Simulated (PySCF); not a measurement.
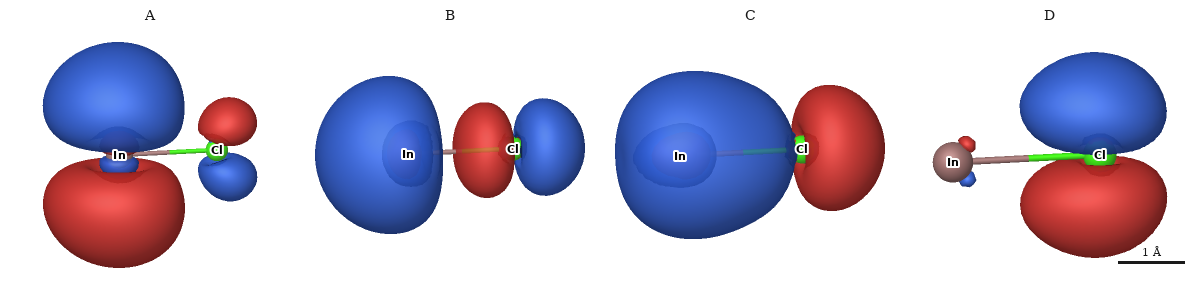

The picture shows: InCl (charge +1, doublet). Four frontier β-spin orbitals, each drawn at the value that holds 80 % of its norm (red and blue are the two phases), in no order; of a degenerate pair one member is drawn.

Core potentials replace the inner electrons of In.

Computed with PBE0/cc-pVTZ(-PP), non-relativistic Hamiltonian with scalar-relativistic core potentials where named, at a bond length of 2.321 Å (PySCF).

### Name the orbitals and rank them from lowest to highest energy.

Orbital C: σ, occupied in this spin, −17.07 eV; shared between the atoms (In 50 %, Cl 50 %).
Orbital D: π, occupied in this spin, −14.94 eV; mainly on Cl (90 %).
Orbital B: σ, empty in this spin, −11.60 eV; shared between the atoms (In 65 %, Cl 35 %).
Orbital A: π, empty in this spin, −7.30 eV; mainly on In (90 %).
